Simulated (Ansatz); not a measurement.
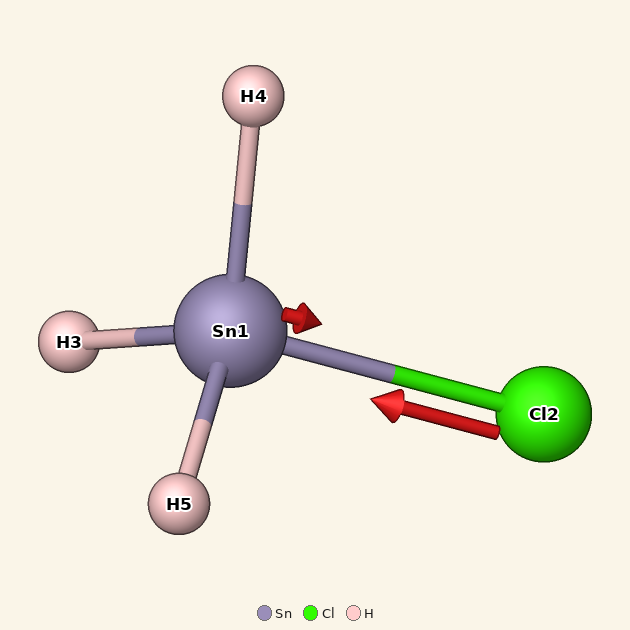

The arrows show one normal mode. Harmonic vibrations computed with RKS PBE0-D4/def2-TZVP, core potentials on Sn (Ansatz 0.2.0) at a stationary point of the same level.

Question: What kind of motion is it?

Answer: Mostly Sn–Cl stretching.

Question: At what wavenumber does it lie?

Answer: 371 cm⁻¹; it is mode 1 of 9 counted from the lowest.
